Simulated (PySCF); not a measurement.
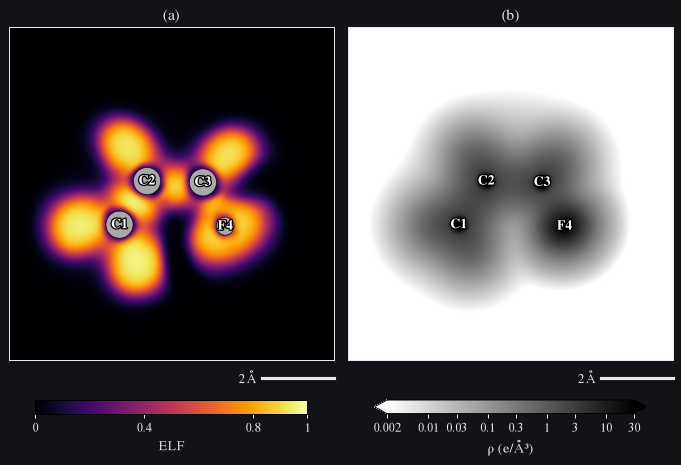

The picture shows: C₆H₈F (doublet). (a) electron localisation function; (b) electron density on the plane of atoms C1, C2 and C3. Grey discs cover the atomic cores in the ELF map.

Geometry: GFN2-xTB.

Method: UKS B3LYP, pcH-1 on C F H, non-relativistic, mean-field spin-orbit, GIAO in PySCF.

```xyz
15

C     1.9446   -0.8483   -0.0605
C     1.1002    0.2675   -0.3568
C     0.4551    1.1029    0.7817
F     0.7214    0.7517    2.0711
C    -0.3786    0.2233   -0.0381
C    -1.3946   -0.8265    0.1869
C    -1.6567    0.3049   -0.7804
H     1.7435   -1.4645    0.7937
H     2.8094   -1.0509   -0.6590
H     1.3796    0.8544   -1.2256
H     0.4165    2.1829    0.6907
H    -1.9238   -0.8342    1.1291
H    -1.2080   -1.8109   -0.2169
H    -1.6476    0.0843   -1.8380
H    -2.3655    1.0714   -0.4999
```

Describe what can be read from this map.

Answer. The section cuts through C and F sites.
C–F (1.36 Å): ρ is about 2.1 e/Å³ halfway, with its minimum of 1.7 e/Å³ about 0.5 Å from C; the ELF peaks at about 0.85 between the atoms, as expected for a shared but strongly polarised pair.
C–C (1.43 Å): ρ is about 1.9 e/Å³ halfway; the ELF peaks at about 0.95 between the atoms, as expected for localised, covalent bonding.
C–C (1.55 Å): ρ at the midpoint is about 1.5 e/Å³; the ELF peaks at about 0.85 between the atoms; a shared electron pair.
The ELF also peaks beside F4, away from the bonds: non-bonding electrons, paired or unpaired.
